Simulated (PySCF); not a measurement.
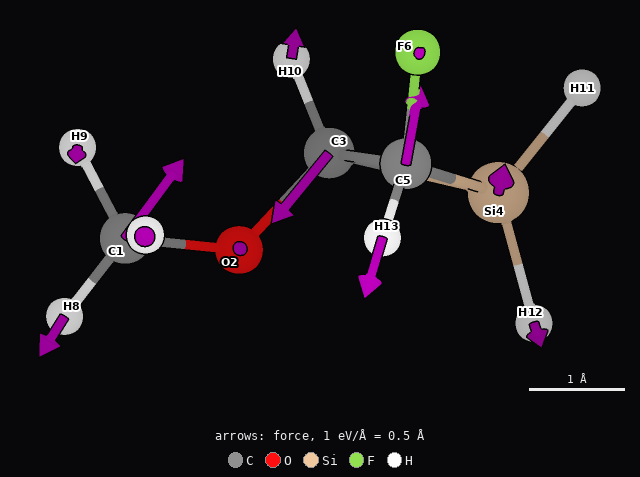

Starting geometry of C3H7FOSi with the computed forces as purple arrows. The picture is a ball-and-stick view, seen from a free direction.

The start comes from GFN2-xTB. Its atoms were then displaced at random by about 0.01 Å.

All numbers below come from PBE0-D3(BJ)/def2-SVP geometry optimisation, gas phase (PySCF). 

**Is this structure relaxed? If not, where do the atoms go?**

It isn't relaxed: the largest force vector, on a C atom, is 2.29 eV/Å. The final displacements have little in common with the starting forces (cosine between the two patterns 0.12). An H atom moves most after the best rigid fit: 0.31 Å. Largest moves by element: H 0.31 Å, F 0.21 Å, C 0.14 Å, O 0.09 Å, Si 0.07 Å. Some distances before and after: C–H 1.061 → 1.101 Å, C–O 1.413 → 1.380 Å, H–Si 1.451 → 1.484 Å, C–Si 1.854 → 1.879 Å. Among the angles between lasting bonds that change: Si–C–H 121.6° → 109.3°, Si–C–H 122.6° → 112.6°, O–C–Si 117.1° → 126.5°. The energy falls by 17.7 kJ/mol in 10 geometry steps. Cost: 100 s on 1 thread of Arm Neoverse N1 (shared host).
